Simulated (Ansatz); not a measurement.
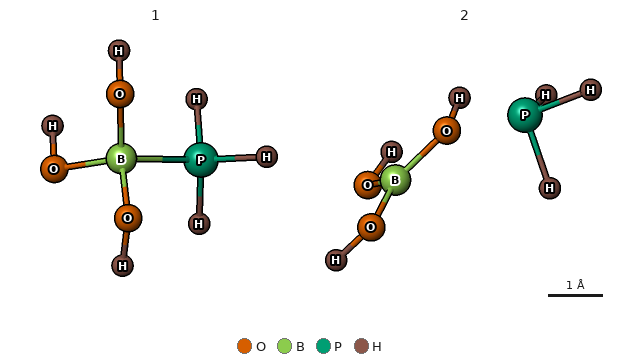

Two geometries of BPH$_{6}$O$_{3}$ (coarse preliminary run), drawn at one scale. One is the start of a relaxation, the other its converged end. A ball-and-stick model, seen at a tilt.

The calculation used RKS PBE-D4/def2-SVP (Ansatz). Settings: force threshold 0.03 eV/Å; at most 200 steps.

Question: Which geometry has the lower energy?

Answer: Structure 2 is the relaxed one. The start comes from a force field. The largest move after the best rigid fit is that of an H atom, 1.96 Å. Largest moves by element: H 1.96 Å, O 1.43 Å, P 1.15 Å, B 1.02 Å. Near-neighbour distances that change, for instance: B–P 1.917 → 3.768 Å, B–O 1.461 → 1.385 Å, B–O 1.444 → 1.373 Å, H–O 1.039 → 0.974 Å. Bonds break: B–P (1.92 → 3.77 Å). Bond angles that change, for instance: H–P–H 112.5° → 94.5°, H–P–H 109.7° → 94.0°, O–B–O 112.2° → 124.4°. After 34 accepted moves (36 points after the start) the energy has fallen by 51.1 kcal/mol. Largest force component: 3 eV/Å at the start, 0.02 eV/Å at the end. The line search rejected the trial steps at points 11, 22 of the run. Cost: 38 s on 4 threads of Arm Neoverse V1, on a shared host.
